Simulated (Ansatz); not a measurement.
Run report: Ge₂H₅BrOF₂, nudged elastic band (part 2 of 2)

Ge₂H₅BrOF₂; RKS PBE/def2-SVP (Ansatz 0.2.0). It belongs to a series of runs on one base structure; here: band between the two ends.

Geometry of the input (Å):
```
Ge -0.0416  0.1981  -0.0723
O  -0.2087  -0.3730  1.6354
H  -1.1350  -0.5962  1.8590
Ge 2.2318  0.0090  -0.9303
H  2.5041  -1.4840  -1.1905
H  2.2490  0.8332  -2.2383
H  3.1711  0.6134  0.1312
F  -0.6659  1.8363  -0.0901
F  -1.2583  -0.7005  -0.9614
Br 2.2313  -2.3289  2.3098
H  1.0427  -1.4719  2.1449
```

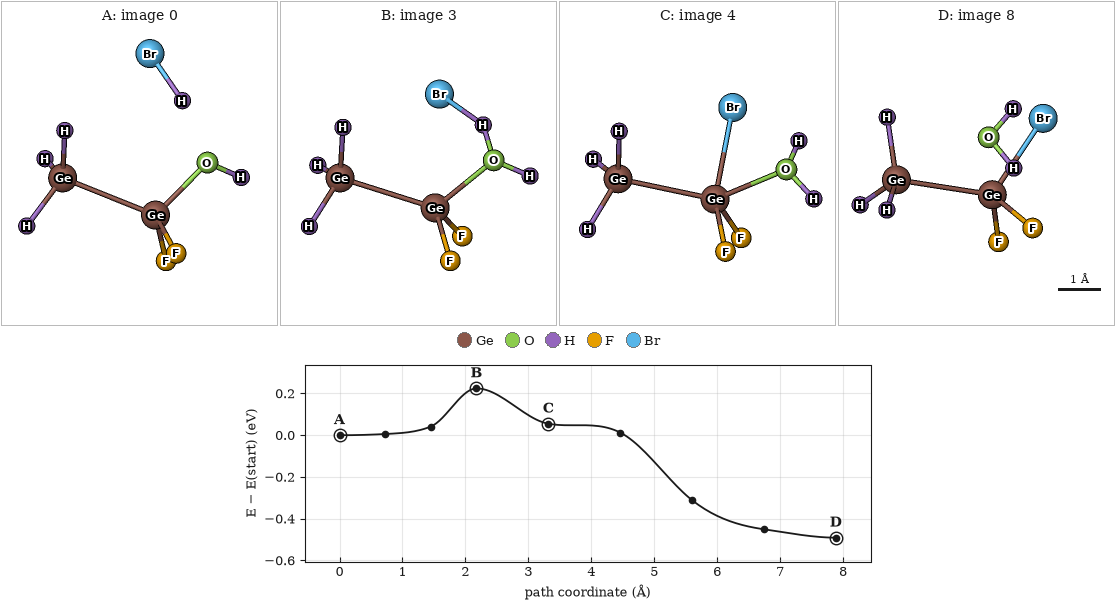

Figure 1. Images of the last band (counted from 0; ball-and-stick, seen at a tilt) above the energy along the path; the line is a cubic interpolation that uses the forces. The highest image is number 3, 0.224 eV above the start and 0.715 eV above the end (the climbing image); the end lies 0.491 eV below the start. The path is 7.88 Å long. The band converged in 21 iterations.

```
Total energy: -190584.30932650 eV, -7003.8441850641 hartree
Atom 0 at     0.148783    -0.123973    -0.013970 Å, force    -0.000564     0.001276     0.000397 eV/Å
Atom 1 at    -0.075936    -0.107070     1.907798 Å, force     0.000766     0.001241    -0.001877 eV/Å
Atom 2 at    -1.018731    -0.215445     2.161766 Å, force     0.000721    -0.001326     0.000390 eV/Å
Atom 3 at     2.400641     0.049762    -0.934236 Å, force     0.001486    -0.000946    -0.000079 eV/Å
Atom 4 at     2.730220    -1.319313    -1.552165 Å, force    -0.000011    -0.000242     0.000218 eV/Å
Atom 5 at     2.348331     1.182497    -1.994283 Å, force    -0.001555     0.000383     0.000254 eV/Å
Atom 6 at     3.298719     0.436180     0.256231 Å, force     0.000117    -0.000257     0.000388 eV/Å
Atom 7 at    -0.722010     1.385590    -0.260449 Å, force     0.000571    -0.001188     0.000315 eV/Å
Atom 8 at    -1.062682    -1.266175    -0.537904 Å, force     0.000190     0.000040    -0.000056 eV/Å
Atom 9 at     1.556800    -2.403729     1.483922 Å, force    -0.000400     0.001127    -0.000722 eV/Å
Atom 10 at     0.516365    -1.082923     2.080589 Å, force    -0.001321    -0.000109     0.000771 eV/Å
Dipole moment:     0.077171     0.492422    -0.043280 e Å
this run last wrote the band of iteration 21 to [file]
```

## The last band as extended XYZ (Å, eV, eV/Å)
```
11
Properties=species:S:1:pos:R:3:forces:R:3 image=0 energy=-190584.53349
Ge   -0.0416    0.1981   -0.0723   -0.0089  -0.0001   0.0144
O    -0.2087   -0.3730    1.6354   -0.0036   0.0085  -0.0287
H    -1.1350   -0.5962    1.8590    0.0020  -0.0009   0.0064
Ge    2.2318    0.0090   -0.9303   -0.0091   0.0012   0.0000
H     2.5041   -1.4840   -1.1905    0.0011  -0.0063  -0.0012
H     2.2490    0.8332   -2.2383   -0.0004   0.0021  -0.0018
H     3.1711    0.6134    0.1312    0.0051   0.0026   0.0050
F    -0.6659    1.8363   -0.0901    0.0036  -0.0159  -0.0018
F    -1.2583   -0.7005   -0.9614    0.0090   0.0100   0.0068
Br    2.2313   -2.3289    2.3098   -0.0067   0.0066  -0.0006
H     1.0427   -1.4719    2.1449    0.0079  -0.0079   0.0015
11
Properties=species:S:1:pos:R:3:forces:R:3 image=1 energy=-190584.52781
Ge   -0.0289    0.1379   -0.0734    0.0011   0.0028   0.0023
O    -0.1300   -0.1986    1.7019   -0.0036  -0.0031  -0.0065
H    -1.0540   -0.3261    1.9988   -0.0015  -0.0047   0.0026
Ge    2.2570    0.0411   -0.9152    0.0047  -0.0006  -0.0033
H     2.5400   -1.4107   -1.3434   -0.0048  -0.0026   0.0037
H     2.2972    1.0123   -2.1181   -0.0016  -0.0018  -0.0040
H     3.1809    0.5190    0.2227   -0.0044   0.0023   0.0021
F    -0.8024    1.6955   -0.2930    0.0022   0.0033   0.0016
F    -1.1667   -0.9675   -0.8193   -0.0019   0.0064  -0.0057
Br    2.0406   -2.5002    2.1206    0.0070  -0.0002   0.0067
H     0.9868   -1.4673    2.1157    0.0029  -0.0017   0.0006
11
Properties=species:S:1:pos:R:3:forces:R:3 image=2 energy=-190584.49190
Ge    0.0286    0.0452   -0.0273   -0.0255   0.0380  -0.0036
O    -0.0795   -0.0590    1.7891   -0.0012   0.0084  -0.0254
H    -1.0083   -0.1445    2.0887    0.0008   0.0141  -0.0172
Ge    2.3103    0.0592   -0.9008   -0.0175   0.0021   0.0095
H     2.6238   -1.3314   -1.4836   -0.0231  -0.0015   0.0141
H     2.3121    1.1502   -1.9999   -0.0031  -0.0041   0.0038
H     3.2431    0.4460    0.2644   -0.0105  -0.0022   0.0059
F    -0.8442    1.5180   -0.4014   -0.0230   0.0325  -0.0280
F    -1.0522   -1.2006   -0.6166    0.0011   0.0201  -0.0210
Br    1.7523   -2.5493    1.8135    0.0366  -0.0361   0.0661
H     0.8346   -1.3983    2.0713    0.0654  -0.0714  -0.0042
11
Properties=species:S:1:pos:R:3:forces:R:3 image=3 energy=-190584.30929
Ge    0.1488   -0.1240   -0.0140   -0.0006   0.0013   0.0004
O    -0.0759   -0.1071    1.9078    0.0008   0.0012  -0.0019
H    -1.0187   -0.2154    2.1618    0.0007  -0.0013   0.0004
Ge    2.4006    0.0498   -0.9342    0.0015  -0.0009  -0.0001
H     2.7302   -1.3193   -1.5522    0.0000  -0.0002   0.0002
H     2.3483    1.1825   -1.9943   -0.0016   0.0004   0.0003
H     3.2987    0.4362    0.2562    0.0001  -0.0003   0.0004
F    -0.7220    1.3856   -0.2604    0.0006  -0.0012   0.0003
F    -1.0627   -1.2662   -0.5379    0.0002   0.0000  -0.0001
Br    1.5568   -2.4037    1.4839   -0.0004   0.0011  -0.0007
H     0.5164   -1.0829    2.0806   -0.0013  -0.0001   0.0008
11
Properties=species:S:1:pos:R:3:forces:R:3 image=4 energy=-190584.47855
Ge    0.3750   -0.4231    0.0749    0.0068  -0.0283   0.0162
O    -0.1759   -0.1591    2.0975    0.0000   0.0052   0.0301
H    -1.1123    0.1250    2.1616    0.0004   0.0121  -0.0049
Ge    2.4743    0.1001   -1.0644    0.0111   0.0004  -0.0131
H     2.9427   -1.2020   -1.7512    0.0186   0.0109  -0.0131
H     2.2948    1.2636   -2.0681   -0.0136   0.0026  -0.0064
H     3.4408    0.4996    0.0758    0.0090   0.0103  -0.0164
F    -0.4026    1.1903    0.0072    0.0270  -0.0223   0.0124
F    -0.9849   -1.2958   -0.6121    0.0016  -0.0028  -0.0115
Br    1.3268   -2.4824    1.2228   -0.0054   0.0044  -0.0199
H    -0.0582   -1.0808    2.4534   -0.0555   0.0074   0.0266
11
Properties=species:S:1:pos:R:3:forces:R:3 image=5 energy=-190584.52084
Ge    0.3082   -0.5821    0.0184   -0.0389   0.0185  -0.0316
O     0.2008   -0.0071    2.2287    0.0595   0.0020  -0.0013
H    -0.6634    0.4580    2.1999    0.0445   0.0434   0.0022
Ge    2.4113    0.0955   -1.0246    0.0020   0.0038   0.0055
H     2.9160   -1.1565   -1.7790    0.0082   0.0148   0.0056
H     2.1648    1.2720   -1.9992   -0.0180  -0.0027   0.0207
H     3.4056    0.5000    0.0875   -0.0077   0.0042   0.0151
F    -0.7214    0.8870    0.1454   -0.0371  -0.0692   0.0127
F    -0.8360   -1.3680   -1.0692    0.0407  -0.0127  -0.0571
Br    0.8741   -2.6812    1.1326   -0.0621  -0.0270  -0.0017
H     0.0605   -0.8823    2.6568    0.0089   0.0248   0.0301
11
Properties=species:S:1:pos:R:3:forces:R:3 image=6 energy=-190584.84461
Ge    0.2098   -0.7056   -0.0650   -0.0063  -0.0457  -0.0293
O     0.5941    0.1891    2.2739    0.0799   0.0404   0.0084
H    -0.2910    0.6071    2.1951    0.0710   0.0310  -0.0197
Ge    2.3294    0.0805   -0.9894   -0.0140   0.0045   0.0271
H     2.8601   -1.1372   -1.7832    0.0045   0.0174   0.0132
H     2.0293    1.2555   -1.9501   -0.0175   0.0023   0.0281
H     3.3134    0.4934    0.1245   -0.0185   0.0058   0.0291
F    -1.0487    0.4828    0.3494   -0.0967  -0.0966   0.0491
F    -0.6438   -1.3563   -1.4645    0.0602  -0.0001  -0.1147
Br    0.3626   -2.7081    1.1887   -0.1317  -0.0073   0.0039
H     0.4053   -0.6658    2.7180    0.0689   0.0483   0.0048
11
Properties=species:S:1:pos:R:3:forces:R:3 image=7 energy=-190584.98411
Ge    0.1113   -0.9030   -0.1342    0.0073  -0.0093  -0.0025
O     0.8818    0.4270    2.0741    0.0021   0.0083  -0.0065
H    -0.0352    0.7680    2.0092    0.0101   0.0061  -0.0083
Ge    2.2247    0.0336   -0.9103   -0.0050  -0.0030   0.0071
H     2.7299   -0.9158   -2.0235   -0.0020   0.0113  -0.0081
H     1.8948    1.4257   -1.4983   -0.0018   0.0098   0.0211
H     3.2312    0.1276    0.2513   -0.0017  -0.0148   0.0090
F    -1.1687    0.2084    0.3878   -0.0069  -0.0107   0.0019
F    -0.6729   -1.5676   -1.5636   -0.0040  -0.0116  -0.0112
Br    0.1397   -2.7151    1.3479   -0.0114   0.0002   0.0033
H     0.7840   -0.3534    2.6569    0.0134   0.0137  -0.0057
11
Properties=species:S:1:pos:R:3:forces:R:3 image=8 energy=-190585.02438
Ge    0.0774   -1.0539   -0.1527   -0.0036   0.0019   0.0007
O     0.9860    0.6337    1.9005   -0.0046  -0.0043   0.0025
H     0.0494    0.8958    1.7755    0.0096  -0.0047   0.0007
Ge    2.1572    0.0063   -0.8573   -0.0015  -0.0016  -0.0019
H     2.4965   -0.5309   -2.2722   -0.0001   0.0020   0.0004
H     1.9021    1.5277   -0.8959   -0.0011  -0.0006   0.0021
H     3.2492   -0.3865    0.1566    0.0005  -0.0002   0.0000
F    -1.1933    0.0735    0.3583    0.0018   0.0010   0.0019
F    -0.7326   -1.8576   -1.4882    0.0035  -0.0014  -0.0005
Br    0.2040   -2.6848    1.5151   -0.0002   0.0007   0.0014
H     0.9247   -0.0880    2.5577   -0.0044   0.0071  -0.0075
```
